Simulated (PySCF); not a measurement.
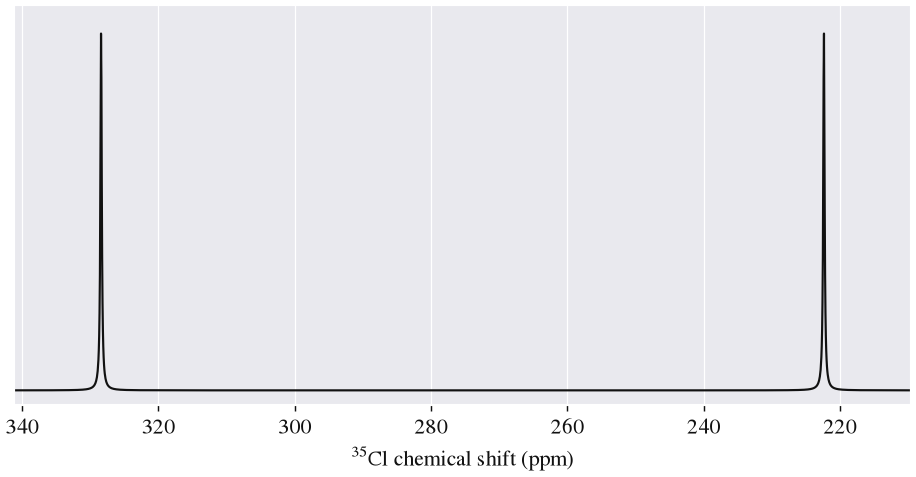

GIAO shifts, WP04/pcSseg-1 with PySCF, at a PBE0-D3(BJ)/def2-SVP geometry (no frequency check), against HCl for ³⁵Cl computed at the same level (Cl: the usual scale starts at aqueous chloride instead). Gas phase, fully decoupled, line heights follow the number of nuclei, widths are arbitrary (no quadrupolar broadening); values of one conformer, averaged over nuclei that symmetry or rotation about single bonds exchange, these motions taken as fast; other conformers aren't averaged in.

> Which molecule was computed?
A. C₃H₆ClFSi, SMILES F[SiH2]C/C=C\Cl
B. CH₃BCl₄Si, SMILES ClB(Cl)[SiH2]C(Cl)Cl
C. CH₄B₃Cl₃, SMILES B[C@H](BCl)B(Cl)Cl
D. BSi₃H₈Cl, SMILES [SiH3][SiH2][SiH2]BCl

Option B. Its ³⁵Cl signals: 328.4 (2 Cl), 222.3 (2 Cl) ppm.
